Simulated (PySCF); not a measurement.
# One shape, several levels: CH4Si (SMILES C[SiH])

Aim: a comparison of 6 runs (B2PLYP/STO-3G, PBE/STO-3G, MP2/STO-3G, UMP2/STO-3G, CCSD(T)/STO-3G, UCCSD(T)/STO-3G) of CH4Si. 

Program for the calculation: PySCF 2.14.0.

2 further runs of the same task are left out: 2 set aside as unsound or not needed.

### 1 Starting point

The species is CH4Si (6 atoms), meant as a singlet with charge 0. As SMILES, `C[SiH]`. The Si2–H6 distance was set to 2.296 Å, away from the relaxed value. At this shape a bond of the SMILES string is far longer than usual.

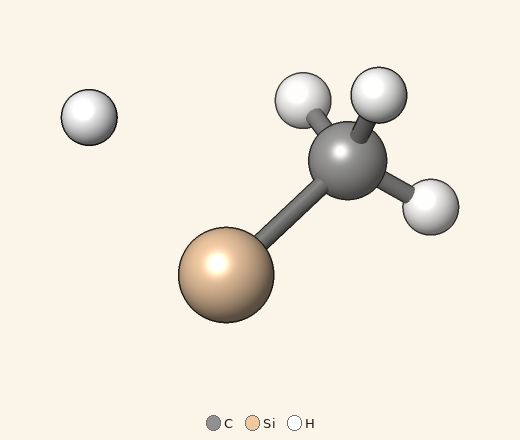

Viewed from a chosen angle; carbon grey, silicon light orange, hydrogen white.

### 2 A single-point energy at B2PLYP/STO-3G (run 1)

Contents of input.py:

```python
from pyscf import gto, dft, mp

system = gto.Mole()
system.atom = '''
C      0.555674    -1.929601    -0.852550
Si     2.465809    -0.841497     1.968055
H     -1.453861    -2.012938    -0.345914
H      1.138654    -3.761880    -1.594645
H      0.687010    -0.516086    -2.365276
H      0.268719     2.872384     2.426408
'''
system.unit = 'bohr'
system.max_memory = 1860
system.verbose = 3
system.basis = 'sto-3g'
system.build()

mf = dft.RKS(system, xc='0.53*HF + 0.47*B88, 0.73*LYP')
mf.conv_tol = 1e-10
mf.grids.level = 5
mf.kernel()
if not mf.converged:
    mf = mf.newton().run(mf.mo_coeff, mf.mo_occ)

pt = mp.MP2(mf, frozen=6).run()
etot = mf.e_tot + 0.27 * pt.e_corr
print('PT2 part  %.8f' % (0.27 * pt.e_corr))
print(f'total energy: {etot:.8f} hartree')
```

Run with:

```
OMP_NUM_THREADS=1 python input.py
```

The program printed:

```text
converged SCF energy = -325.72107014142
E(RMP2) = -325.867373925314  E_corr = -0.146303783893494
E(SCS-RMP2) = -325.888456568347  E_corr = -0.167386426926834
PT2 part  -0.03950202
total energy: -325.76057216 hartree
```

Wall time 2.8 s (1 thread of Arm Neoverse V1, shared host); peak memory 0.2 GiB.

### 3 The energy at PBE/STO-3G (run 2)

Contents of job.py:

```python
from pyscf import gto, dft

system = gto.Mole()
system.atom = '''
C        0.294050      -1.021101      -0.451150
Si       1.304850      -0.445301       1.041450
H       -0.769350      -1.065201      -0.183050
H        0.602550      -1.990701      -0.843850
H        0.363550      -0.273101      -1.251650
H        0.142200       1.520000       1.284000
'''
system.max_memory = 1860
system.verbose = 3
system.basis = 'sto-3g'
system.build()

myscf = dft.RKS(system)
myscf.xc = 'pbe'
myscf.conv_tol = 1e-10
myscf.grids.level = 5
myscf.kernel()
if not myscf.converged:
    myscf = myscf.newton().run(myscf.mo_coeff, myscf.mo_occ)

energy = myscf.e_tot
print('Final energy', energy)
```

Run with:

```
OMP_NUM_THREADS=1 python job.py
```

The program printed:

```text
converged SCF energy = -325.766790881975
Final energy -325.7667908819746
```

It took 3.3 s on 1 thread of Arm Neoverse V1, shared host; peak memory 0.19 GiB.

Run 3 isn't shown in full; the table further down has it.

### 4 A single-point energy at UMP2/STO-3G (run 4)

Contents of calc.py:

```python
from pyscf import gto, mp

mol = gto.M(
    atom='''
C      0.294050    -1.021101    -0.451150
Si     1.304850    -0.445301     1.041450
H     -0.769350    -1.065201    -0.183050
H      0.602550    -1.990701    -0.843850
H      0.363550    -0.273101    -1.251650
H      0.142200     1.520000     1.284000
''',
    max_memory=1860,
    basis='sto-3g',
    spin=0,
    verbose=3,
)

hf = mol.UHF()
hf.conv_tol = 1e-10
hf.kernel()
if not hf.converged:
    hf = hf.newton().run(hf.mo_coeff, hf.mo_occ)
for _ in range(3):
    mo, _, stable, _ = hf.stability(return_status=True)
    if stable:
        break
    hf.kernel(hf.make_rdm1(mo, hf.mo_occ))

pt = mp.MP2(hf, frozen=6).run()
e_tot = pt.e_tot
print('E(%s) = %.9f' % ('MP2', e_tot))
```

Run with:

```
OMP_NUM_THREADS=1 python calc.py
```

The program printed:

```text
converged SCF energy = -325.123234923071  <S^2> = 6.8558492e-11  2S+1 = 1
<class 'pyscf.scf.uhf.UHF'> wavefunction has an internal instability
converged SCF energy = -325.152677602161  <S^2> = 0.66282086  2S+1 = 1.9108332
<class 'pyscf.scf.uhf.UHF'> wavefunction is stable in the internal stability analysis
E(UMP2) = -325.228004944639  E_corr = -0.0753273424783211
E(SCS-UMP2) = -325.237436945743  E_corr = -0.0847593435824116
E(MP2) = -325.228004945
```

It took 0.91 s on 1 thread of Arm Neoverse V1, shared host; peak memory 0.12 GiB.

Run 5 isn't shown in full; the table further down has it.

### 5 A single-point energy at UCCSD(T)/STO-3G (run 6)

Contents of job.py:

```python
from pyscf import gto, cc

mol = gto.M(
    atom='''
C        0.294050      -1.021101      -0.451150
Si       1.304850      -0.445301       1.041450
H       -0.769350      -1.065201      -0.183050
H        0.602550      -1.990701      -0.843850
H        0.363550      -0.273101      -1.251650
H        0.142200       1.520000       1.284000
''',
    charge=0,
    basis='sto-3g',
    spin=0,
    verbose=3,
    max_memory=1860,
)

calc0 = mol.UHF()
calc0.conv_tol = 1e-10
calc0.kernel()
if not calc0.converged:
    calc0 = calc0.newton().run(calc0.mo_coeff, calc0.mo_occ)
for _ in range(3):
    mo, _, stable, _ = calc0.stability(return_status=True)
    if stable:
        break
    calc0.kernel(calc0.make_rdm1(mo, calc0.mo_occ))

mycc = cc.CCSD(calc0, frozen=6)
mycc.kernel()
e_t = mycc.ccsd_t()
e_final = mycc.e_tot + e_t
print('Final energy', e_final)
```

Run with:

```
OMP_NUM_THREADS=1 python job.py
```

The program printed:

```text
converged SCF energy = -325.123234923071  <S^2> = 6.8558492e-11  2S+1 = 1
<class 'pyscf.scf.uhf.UHF'> wavefunction has an internal instability
converged SCF energy = -325.152677602161  <S^2> = 0.66282086  2S+1 = 1.9108332
<class 'pyscf.scf.uhf.UHF'> wavefunction is stable in the internal stability analysis
E(UCCSD) = -325.2845875789749  E_corr = -0.131909976814375
UCCSD(T) correction = -0.00108665722952608
Final energy -325.2856742362044
```

It took 1.1 s on 1 thread of Arm Neoverse V1, shared host; peak memory 0.12 GiB.

### 6 The series

| run | level | frozen core orbitals | integration grid | energy (Eh) | dipole moment (D) of the reference | HOMO energy (eV) | LUMO energy (eV) | wall time |
| --- | --- | --- | --- | --- | --- | --- | --- | --- |
| 1 | B2PLYP/STO-3G | 6 | 5 | -325.760572 | 2.00 | -3.57 | 2.76 | 2.8 s |
| 2 | PBE/STO-3G | – | 5 | -325.766791 | 1.77 | -1.78 | 0.03 | 3.3 s |
| 3 | MP2/STO-3G | 6 | – | -325.231419 | 2.26 | -4.88 | 5.52 | 0.76 s |
| 4 | UMP2/STO-3G | 6 | – | -325.228005 | 0.90 | -4.64 | 6.02 | 0.91 s |
| 5 | CCSD(T)/STO-3G | 6 | – | -325.285881 | 2.26 | -4.88 | 5.52 | 0.74 s |
| 6 | UCCSD(T)/STO-3G | 6 | – | -325.285674 | 0.90 | -4.64 | 6.02 | 1.1 s |

### 7 What came out

```
                                          quantity          value
                               run 6: total energy  -325.28567 Eh
       run 6: dipole moment (Hartree–Fock density)         0.90 D
        run 6: HOMO energy (Hartree–Fock orbitals)       -4.64 eV
        run 6: LUMO energy (Hartree–Fock orbitals)        6.02 eV
      run 6: HOMO–LUMO gap (Hartree–Fock orbitals)       10.66 eV
run 6: correlation energy (6 core orbitals frozen)     -133.0 mEh
                             run 6: (T) correction      -1.09 mEh
          run 6: ⟨S²⟩ of the reference determinant          0.663
                              run 6: T1 diagnostic          0.086
```

**Reading.** Totals of different functionals can't be ranked against each other. In runs 1, 2, 3, 4, 5, 6 the basis is minimal, so the values are rough. Spin contamination of the reference: run 4 ⟨S²⟩ = 0.66, run 6 ⟨S²⟩ = 0.66. Where it is this large, the reference is a mixture of spin states, and values that rest on it are in doubt. All runs together took 9.6 s, the longest 3.3 s.
